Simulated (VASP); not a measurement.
Band structure of AlN (space group F-43m). Method: modified Becke-Johnson potential (mBJ), VASP's PBE PAW potentials (set 64) (plane waves; VASP).

mBJ is a potential without an energy functional, so only the levels count.

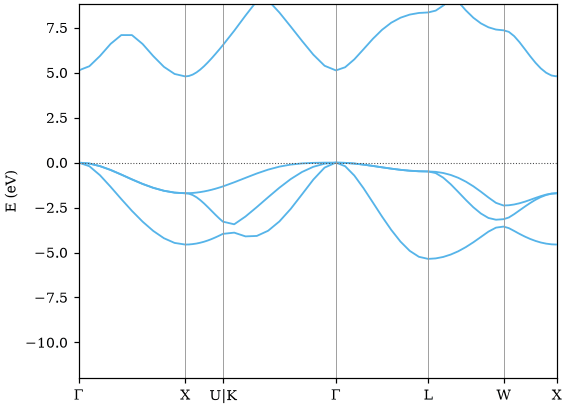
Figure. Bands along high-symmetry lines, zero at the valence-band maximum or, without a gap, the Fermi level

Read the plot: is there a gap, and where are the band edges?

The gap is indirect, 4.79 eV, from the valence maximum at Γ to the conduction minimum at X.

The structure comes from a computed database's AlN entry (F-43m); how it stands against other phases isn't given here. It was relaxed first. The cell's shape comes from a PBE relaxation.
